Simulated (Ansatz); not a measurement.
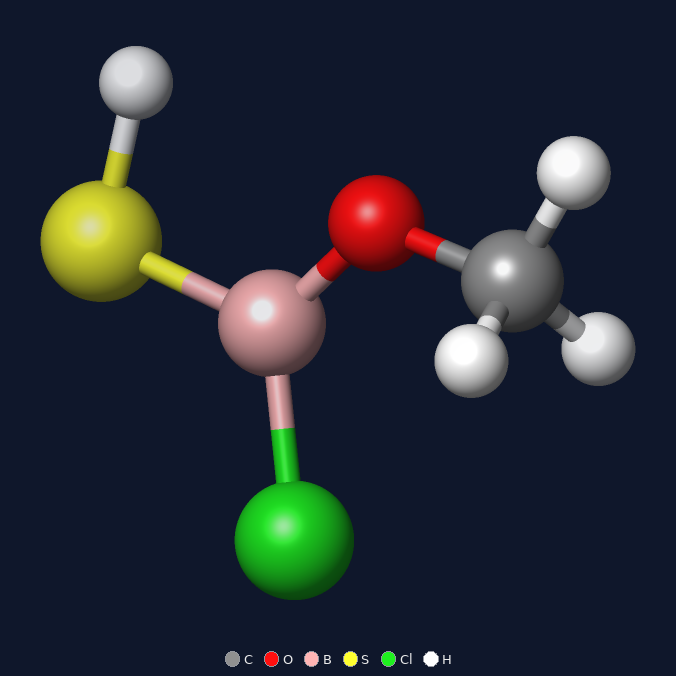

Computed geometry: PBE0-D4/def2-TZVP optimisation. No frequency run is at hand to confirm it as a minimum.

Give the structural formula.

SMILES: COB(S)Cl

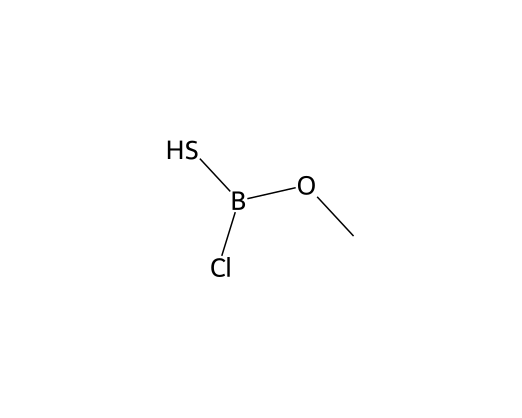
